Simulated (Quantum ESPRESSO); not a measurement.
## Fixed-spin-moment curve of Co

How stiff is the total moment of Co, and does E(M) have further minima?

Program: Quantum ESPRESSO 7.5. Level of theory: PBE; plane waves with GBRV 1.5 PBE potentials, no spin-orbit coupling. Results are calculated unless marked as measured.

## Step 1: Set-up

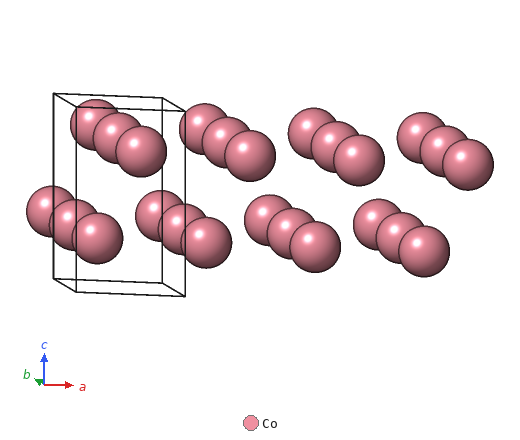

The cell as given, slightly off an axis (cobalt pink). 4×3×1 cells are drawn.

The lattice constants were typed from memory of published values and not checked against a source.

## Step 2: No moment imposed

Input file pw.in:

```
&CONTROL
  calculation = 'scf'
  prefix = 'pwscf'
  outdir = './tmp'
  pseudo_dir = './pseudo'
  disk_io = 'nowf'
/
&SYSTEM
  ibrav = 0
  celldm(1) = 8
  nat = 2
  ntyp = 1
  ecutwfc = 40
  ecutrho = 280
  nbnd = 26
  occupations = 'smearing'
  smearing = 'fd'
  degauss = 0.00367493
  nspin = 2
  starting_magnetization(1) = 0.1176
/
&ELECTRONS
  conv_thr = 4d-09
  electron_maxstep = 150
  mixing_beta = 0.3
/
ATOMIC_SPECIES
Co     58.9332 co_pbe_v1.2.uspp.F.UPF
CELL_PARAMETERS alat
   0.5921929243046    0.0000000000000    0.0000000000000
  -0.2960964621523    0.5128541902568    0.0000000000000
   0.0000000000000    0.0000000000000    0.9613981659034
ATOMIC_POSITIONS crystal
Co      0.3333333300    0.6666666700    0.2500000000
Co      0.6666666700    0.3333333300    0.7500000000
K_POINTS automatic
16 16 8 0 0 0
```

The run is started by

```sh
$ OMP_NUM_THREADS=1 mpirun -n 4 pw.x -nk 4 -in pw.in > pw.out
```

Log:

```text
Program PWSCF v.7.5 starts

     Message from routine setup:
     using ibrav=0 with symmetry is DISCOURAGED, use correct ibrav instead

     K-points division:     npool     =       4
     Subspace diagonalization in iterative solution of the eigenvalue problem:

     G-vector sticks info
     --------------------
     sticks:   dense  smooth     PW     G-vecs:    dense   smooth      PW
     Sum         433     253     85                11825     5191     989

     Using Slab Decomposition

     bravais-lattice index     =            0
     lattice parameter (alat)  =       8.0000  a.u.
     unit-cell volume          =     149.4963 (a.u.)^3
     number of atoms/cell      =            2
     number of atomic types    =            1
     number of electrons       =        34.00
     number of Kohn-Sham states=           26
     kinetic-energy cutoff     =      40.0000  Ry
     charge density cutoff     =     280.0000  Ry
     scf convergence threshold =      4.0E-09
     mixing beta               =       0.3000
     number of iterations used =            8  plain     mixing
     Exchange-correlation= SLA  PW   PBE  PBE
                           (   1   4   3   4   0   0   0)

     celldm(1)=   8.000000  celldm(2)=   0.000000  celldm(3)=   0.000000
     celldm(4)=   0.000000  celldm(5)=   0.000000  celldm(6)=   0.000000

     crystal axes: (cart. coord. in units of alat)
               a(1) = (   0.592193   0.000000   0.000000 )
               a(2) = (  -0.296096   0.512854   0.000000 )
               a(3) = (   0.000000   0.000000   0.961398 )

     reciprocal axes: (cart. coord. in units 2 pi/alat)
               b(1) = (  1.688639  0.974936 -0.000000 )
               b(2) = (  0.000000  1.949872  0.000000 )
               b(3) = (  0.000000 -0.000000  1.040152 )

     PseudoPot. # 1 for Co read from file:
     co_pbe_v1.2.uspp.F.UPF
     Pseudo is Ultrasoft + core correction, Zval = 17.0
     Generated by new atomic code, or converted to UPF format
     Using radial grid of  863 points,  6 beta functions with:
                l(1) =   0
                l(2) =   0
                l(3) =   1
                l(4) =   1
                l(5) =   2
                l(6) =   2
     Q(r) pseudized with  8 coefficients,  rinner =    1.200   1.200   1.200
                                                       1.200   1.200

     atomic species   valence    mass     pseudopotential
     Co               17.00    58.93320     Co( 1.00)

     Starting magnetic structure
     atomic species   magnetization
     Co              0.118

     24 Sym. Ops., with inversion, found (12 have fractional translation)

   Cartesian axes

     site n.     atom                  positions (alat units)
         1        Co     tau(   1) = (  -0.0000000   0.3419028   0.2403495  )
         2        Co     tau(   2) = (   0.2960965   0.1709514   0.7210486  )

     number of k points=   150  Fermi-Dirac smearing, width (Ry)=  0.0037

     Number of k-points >= 100: set verbosity='high' to print them.

     Dense  grid:    11825 G-vectors     FFT dimensions: (  25,  25,  48)

     Smooth grid:     5191 G-vectors     FFT dimensions: (  20,  20,  32)

     Check: negative core charge=   -0.000054
     Generating pointlists ...
     new r_m :   0.2433 (alat units)  1.9466 (a.u.) for type    1

     Initial potential from superposition of free atoms

     starting charge      32.0000, renormalised to      34.0000
     Starting wfcs are   26 randomized atomic wfcs

     Self-consistent Calculation

     iteration #  1     ecut=    40.00 Ry     beta= 0.30
     Davidson diagonalization with overlap
     ethr =  1.00E-02,  avg # of iterations =  4.7

     total energy              =    -593.79511833 Ry
     estimated scf accuracy    <      14.66104537 Ry

     total magnetization       =     2.13 Bohr mag/cell
     absolute magnetization    =     2.18 Bohr mag/cell

     iteration #  2     ecut=    40.00 Ry     beta= 0.30
     Davidson diagonalization with overlap
     ethr =  1.00E-02,  avg # of iterations =  2.2

     total energy              =    -596.86195424 Ry
     estimated scf accuracy    <       0.64258775 Ry

     total magnetization       =     3.11 Bohr mag/cell
     absolute magnetization    =     3.28 Bohr mag/cell

     iteration #  3     ecut=    40.00 Ry     beta= 0.30
     Davidson diagonalization with overlap
     ethr =  1.89E-03,  avg # of iterations =  1.3

     total energy              =    -596.97524812 Ry
     estimated scf accuracy    <       0.00885928 Ry

     total magnetization       =     3.26 Bohr mag/cell
     absolute magnetization    =     3.46 Bohr mag/cell

     [... further iterations left out ...]

     iteration #  8     ecut=    40.00 Ry     beta= 0.30
     Davidson diagonalization with overlap
     ethr =  8.95E-08,  avg # of iterations =  1.1

     total energy              =    -596.97789021 Ry
     estimated scf accuracy    <       0.00000786 Ry

     total magnetization       =     3.29 Bohr mag/cell
     absolute magnetization    =     3.67 Bohr mag/cell

     iteration #  9     ecut=    40.00 Ry     beta= 0.30
     Davidson diagonalization with overlap
     ethr =  2.31E-08,  avg # of iterations =  1.6

     total energy              =    -596.97789295 Ry
     estimated scf accuracy    <       0.00000093 Ry

     total magnetization       =     3.30 Bohr mag/cell
     absolute magnetization    =     3.68 Bohr mag/cell

     iteration # 10     ecut=    40.00 Ry     beta= 0.30
     Davidson diagonalization with overlap
     ethr =  2.73E-09,  avg # of iterations =  1.6

     total energy              =    -596.97789317 Ry
     estimated scf accuracy    <       0.00000011 Ry

     total magnetization       =     3.30 Bohr mag/cell
     absolute magnetization    =     3.68 Bohr mag/cell

     iteration # 11     ecut=    40.00 Ry     beta= 0.30
     Davidson diagonalization with overlap
     ethr =  3.22E-10,  avg # of iterations =  2.0

     Magnetic moment per site  (integrated on atomic sphere of radius R)
     atom   1 (R=0.243)  charge= 15.6098  magn=  1.7353
     atom   2 (R=0.243)  charge= 15.6098  magn=  1.7353

     End of self-consistent calculation

     Number of k-points >= 100: set verbosity='high' to print the bands.

     the Fermi energy is    18.0489 ev

!    total energy              =    -596.97789330 Ry
     estimated scf accuracy    <          2.9E-09 Ry
     smearing contrib. (-TS)   =      -0.00119226 Ry
     internal energy E=F+TS    =    -596.97670104 Ry

     The total energy is F=E-TS. E is the sum of the following terms:
     one-electron contribution =    -313.57512189 Ry
     hartree contribution      =     178.22705549 Ry
     xc contribution           =     -65.33823791 Ry
     ewald contribution        =    -396.29039673 Ry

     total magnetization       =     3.30 Bohr mag/cell
     absolute magnetization    =     3.68 Bohr mag/cell

     convergence has been achieved in  11 iterations

=------------------------------------------------------------------------------=
   JOB DONE.
=------------------------------------------------------------------------------=
```

Run time: 13 s. Hardware: 4 MPI ranks of Arm Neoverse V2, shared host; peak memory 0.31 GiB.

Spin moment in the atom's sphere by atom:

```csv
atom,spin moment in the atom's sphere (μB)
Co1,1.74
Co2,1.74
```

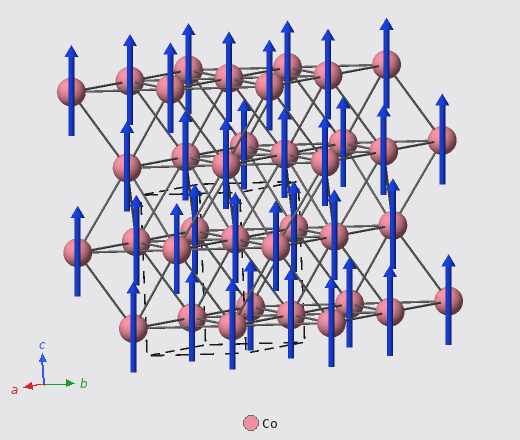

Spin moment in the atom's sphere as arrows, the longest 1.74 μB. Up and down stand for the sign. Arrows give size and sign along the axis of quantisation, drawn up and down the page. 3×3×2 cells are drawn.

This step gave:

* smearing term TS: 0.01622 eV
* magnetization: 3.299 μB
* absolute magnetization: 3.678 μB
* final state: ferromagnetic

## Step 3: Moment fixed at 0 μB

The two spin channels are filled to separate Fermi energies, so that the total moment meets the target. Half of the up one less the down one is the slope dE/dM.

pw.in, as its differences from that of step 2:

```diff
@@ -14,3 +14,3 @@
   ecutrho = 280
-  nbnd = 26
+  nbnd = 27
   occupations = 'smearing'
@@ -19,3 +19,4 @@
   nspin = 2
-  starting_magnetization(1) = 0.1176
+  starting_magnetization(1) = 0.0059
+  tot_magnetization = 0
 /
```

Log:

```text
     [... lines left out ...]
Program PWSCF v.7.5 starts
     [... lines left out ...]
     number of atoms/cell      =            2
     [... lines left out ...]
     number of electrons       =        34.00 (up:  17.00, down:  17.00)
     number of Kohn-Sham states=           27
     kinetic-energy cutoff     =      40.0000  Ry
     charge density cutoff     =     280.0000  Ry
     scf convergence threshold =      4.0E-09
     [... lines left out ...]
     24 Sym. Ops., with inversion, found (12 have fractional translation)
     [... lines left out ...]
     number of k points=   150  Fermi-Dirac smearing, width (Ry)=  0.0037
     [... lines left out ...]
     iteration # 10     ecut=    40.00 Ry     beta= 0.30
     [... lines left out ...]
     Magnetic moment per site  (integrated on atomic sphere of radius R)
     atom   1 (R=0.243)  charge= 15.6159  magn=  0.0000
     atom   2 (R=0.243)  charge= 15.6159  magn=  0.0000
     [... lines left out ...]
     the spin up/dw Fermi energies are    17.9128   17.9128 ev
!    total energy              =    -596.93515195 Ry
     estimated scf accuracy    <          3.3E-09 Ry
     smearing contrib. (-TS)   =      -0.00380088 Ry
     [... lines left out ...]
     total magnetization       =    -0.00 Bohr mag/cell
     absolute magnetization    =     0.00 Bohr mag/cell
     convergence has been achieved in  10 iterations
```

The job ended after 12 s (4 MPI ranks; peak memory 0.31 GiB; 48 s of CPU time).

This step gave:

- magnetization: 0 μB
- absolute magnetization: 0 μB
- half the difference of the two Fermi energies: 0 meV
- largest moment: 0 μB

## Step 4: Moment fixed at 0.5 μB

pw.in, as its differences from that of step 3:

```diff
@@ -19,4 +19,4 @@
   nspin = 2
-  starting_magnetization(1) = 0.0059
-  tot_magnetization = 0
+  starting_magnetization(1) = 0.0147
+  tot_magnetization = 0.5
 /
```

Log:

```text
     [... lines left out ...]
Program PWSCF v.7.5 starts
     [... lines left out ...]
     number of atoms/cell      =            2
     [... lines left out ...]
     number of electrons       =        34.00 (up:  17.25, down:  16.75)
     number of Kohn-Sham states=           27
     kinetic-energy cutoff     =      40.0000  Ry
     charge density cutoff     =     280.0000  Ry
     scf convergence threshold =      4.0E-09
     [... lines left out ...]
     24 Sym. Ops., with inversion, found (12 have fractional translation)
     [... lines left out ...]
     number of k points=   150  Fermi-Dirac smearing, width (Ry)=  0.0037
     [... lines left out ...]
     iteration # 12     ecut=    40.00 Ry     beta= 0.30
     [... lines left out ...]
     Magnetic moment per site  (integrated on atomic sphere of radius R)
     atom   1 (R=0.243)  charge= 15.6158  magn=  0.2684
     atom   2 (R=0.243)  charge= 15.6158  magn=  0.2684
     [... lines left out ...]
     the spin up/dw Fermi energies are    17.8305   17.9850 ev
!    total energy              =    -596.93658731 Ry
     estimated scf accuracy    <          1.7E-10 Ry
     smearing contrib. (-TS)   =      -0.00372617 Ry
     [... lines left out ...]
     total magnetization       =     0.50 Bohr mag/cell
     absolute magnetization    =     0.58 Bohr mag/cell
     convergence has been achieved in  12 iterations
```

Wall time 14 s (4 MPI ranks); peak memory 0.31 GiB; 54 s of CPU time.

Spin moment in the atom's sphere by atom:

```csv
atom,spin moment in the atom's sphere (μB)
Co1,0.268
Co2,0.268
```

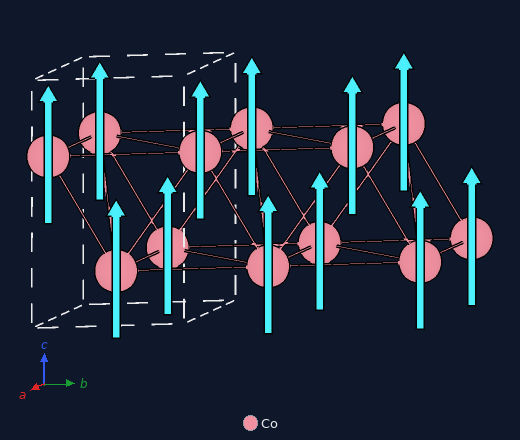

Spin moment in the atom's sphere as arrows, the longest 0.268 μB. Up and down stand for the sign. Arrows give size and sign along the axis of quantisation, drawn up and down the page. 2×3×1 cells are drawn.

Read from the output:

- magnetization: 0.5 μB
- absolute magnetization: 0.585 μB
- half the difference of the two Fermi energies: -77.2 meV

## Step 5: Moment fixed at 1 μB

pw.in, as its differences from that of step 4:

```diff
@@ -19,4 +19,4 @@
   nspin = 2
-  starting_magnetization(1) = 0.0147
-  tot_magnetization = 0.5
+  starting_magnetization(1) = 0.0294
+  tot_magnetization = 1
 /
```

Log:

```text
     [... lines left out ...]
Program PWSCF v.7.5 starts
     [... lines left out ...]
     number of atoms/cell      =            2
     [... lines left out ...]
     number of electrons       =        34.00 (up:  17.50, down:  16.50)
     number of Kohn-Sham states=           27
     kinetic-energy cutoff     =      40.0000  Ry
     charge density cutoff     =     280.0000  Ry
     scf convergence threshold =      4.0E-09
     [... lines left out ...]
     24 Sym. Ops., with inversion, found (12 have fractional translation)
     [... lines left out ...]
     number of k points=   150  Fermi-Dirac smearing, width (Ry)=  0.0037
     [... lines left out ...]
     iteration # 12     ecut=    40.00 Ry     beta= 0.30
     [... lines left out ...]
     Magnetic moment per site  (integrated on atomic sphere of radius R)
     atom   1 (R=0.243)  charge= 15.6156  magn=  0.5365
     atom   2 (R=0.243)  charge= 15.6156  magn=  0.5365
     [... lines left out ...]
     the spin up/dw Fermi energies are    17.7455   18.0375 ev
!    total energy              =    -596.94071661 Ry
     estimated scf accuracy    <          5.7E-11 Ry
     smearing contrib. (-TS)   =      -0.00363997 Ry
     [... lines left out ...]
     total magnetization       =     1.00 Bohr mag/cell
     absolute magnetization    =     1.17 Bohr mag/cell
     convergence has been achieved in  12 iterations
```

Run time: 14 s. Hardware: 4 MPI ranks; peak memory 0.31 GiB; 57 s of CPU time.

Read from the output:

```yaml
magnetization: 1 μB
absolute_magnetization: 1.169 μB
half_the_difference_of_the_two_fermi_energies: -146 meV
largest_moment: 0.5365 μB
```

## Step 6: All moments

The runs not shown differ in the target, the start and the number of states alone. The point at 3.30 μB is the free run, entered with slope zero.

The energy over the lowest by total spin moment:

| total spin moment (μB a cell) | energy over the lowest (meV a cell) |
| --- | --- |
| 0.00 | 582 |
| 0.50 | 562 |
| 1.00 | 506 |
| 1.50 | 418 |
| 2.00 | 302 |
| 2.50 | 170 |
| 3.00 | 31.8 |
| 3.30 | 0 |
| 3.50 | 8.86 |
| 4.00 | 191 |
| 4.50 | 590 |

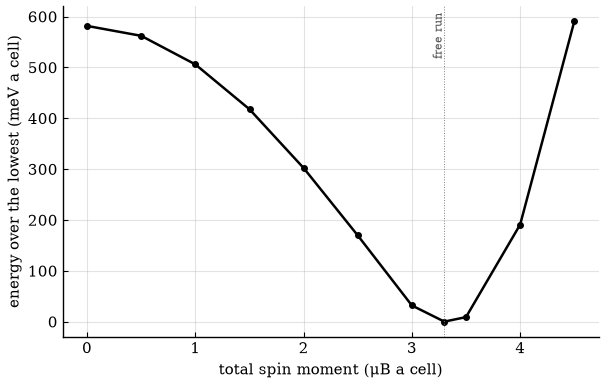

Energy over the lowest against total spin moment.

Table of dE/dM by total spin moment:

| total spin moment (μB a cell) | dE/dM (meV/μB) |
| --- | --- |
| 0.00 | 0 |
| 0.50 | -77.2 |
| 1.00 | -146 |
| 1.50 | -205 |
| 2.00 | -254 |
| 2.50 | -276 |
| 3.00 | -237 |
| 3.30 | 0 |
| 3.50 | 104 |
| 4.00 | 525 |
| 4.50 | 1043 |

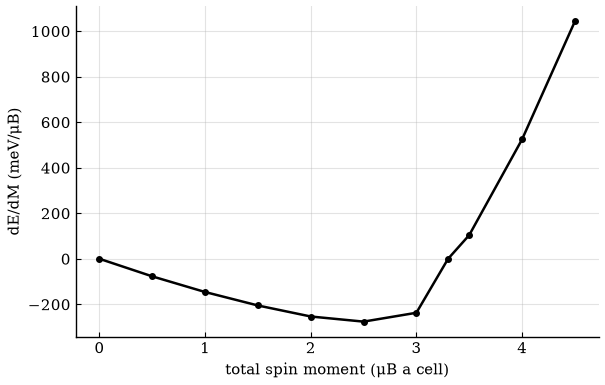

dE/dM against total spin moment.

Largest site moment against total spin moment:

```csv
total spin moment (μB a cell),largest site moment (μB)
0.00,0
0.50,0.268
1.00,0.537
1.50,0.804
2.00,1.07
2.50,1.33
3.00,1.59
3.30,1.74
3.50,1.83
4.00,2.04
4.50,2.24
```

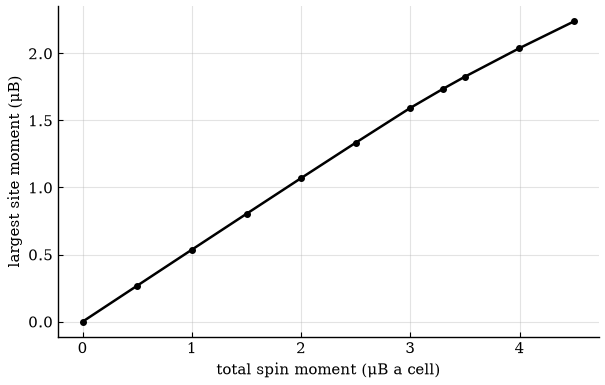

Largest site moment against total spin moment.

## Step 7: Summary of results

| Item | Value |
| --- | --- |
| moment of the free run | 3.30 μB a cell |
| energy at zero total moment | 582 meV a cell over the lowest |
| ΔE/ΔM² from the lowest point to 3.50 and to 3.00 μB | 221 and 354 meV/μB² |

In words: At zero total moment the site moments vanish, so the 582 meV a cell is the energy of forming them. The points show one minimum alone. All runs start parallel; opposed orders may lie lower.

[Logs and program files are shortened in this print: banners, set-up blocks, solver, clock and traceback lines can be left out without a mark of their own.]

[Logs are printed without paths, hosts, clocks, repeated set-up lines and the standing remarks that a program may print on its own settings, such as how far it seeks lower states.]

[Hosts, paths, dates, database ids (printed as entryN), source tags and the programs' standing remarks are cut or masked in the printed files.]

[Where a cell is said to come from a database of computed structures, the database is the Materials Project.]
